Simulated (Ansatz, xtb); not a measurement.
Pulling on the B1–H2 bond in C2H7B (SMILES BCC) (multiplicity 1 held, fragments rigid). Energies count from the point at 1.195 Å.
Geometry at that point (charge 0, multiplicity 1):
```xyz
10

B     -0.7451     1.0097     0.7393
H     -1.0555     1.2698     1.8631
H     -1.1425     1.7179    -0.1381
C      0.2045    -0.1837     0.4538
C      0.3821    -0.6374    -0.9973
H     -0.0317    -1.0298     1.1103
H      1.1699     0.1762     0.8572
H      0.6743     0.1982    -1.6362
H     -0.5510    -1.0392    -1.3976
H      1.1427    -1.4149    -1.0944
```

R- and RO- levels are restricted; in cc, def2 and unpolarised 6-31G sets they are followed outwards from rest. Unrestricted levels (U-) break spin symmetry where that is lower. Active spaces are followed from a long bond inwards. Curves can end on different states.

Cores are frozen in the correlated methods.

Run with Ansatz (Gaussian orbitals); xtb for the GFN methods.  The GFN methods have no spin term and hold the electronic entropy of 300 K.

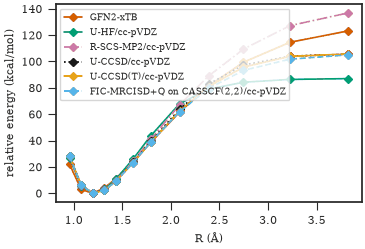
Figure. Relative energy along the coordinate

Doubts at one or more of the structures used: a spin-contaminated determinant (U-HF/cc-pVDZ, U-CCSD/cc-pVDZ, U-CCSD(T)/cc-pVDZ); a restricted determinant that unrestricted orbitals would lower (R-SCS-MP2/cc-pVDZ); T1 above 0.05 (U-CCSD/cc-pVDZ, U-CCSD(T)/cc-pVDZ); the program's own flag: other amplitudes (U-CCSD/cc-pVDZ, U-CCSD(T)/cc-pVDZ).

Ansatz is an electronic-structure program.
